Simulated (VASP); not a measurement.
Band structure of Ge₃PbSe₄ (space group Pm). These are modified Becke-Johnson potential (mBJ), VASP's PBE PAW potentials (set 64) (plane waves; VASP 6.6.1) values and carry that method's errors.

mBJ is a potential without an energy functional, so only the levels count. Without a dispersion term in the relaxation, distances and binding between the weakly bound layers, chains or molecules are unreliable, and so is what depends on them. Unless said otherwise, spin-orbit coupling is left out, though it shifts the bands of the heavy elements here.

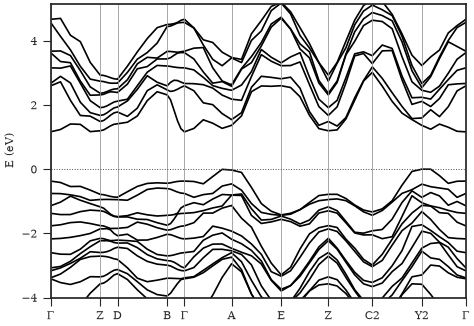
Fig. 1. Bands along high-symmetry lines, zero at the valence-band maximum or, without a gap, the Fermi level

Task: Read the plot: is there a gap, and where are the band edges?

Result: The gap is indirect, 1.16 eV, from the valence maximum at Y2 to the conduction minimum at Γ.

The structure comes from a computed database's Ge3PbSe4 entry (Pm); how it stands against other phases isn't given here. It was relaxed first. The cell's shape comes from a PBE relaxation.
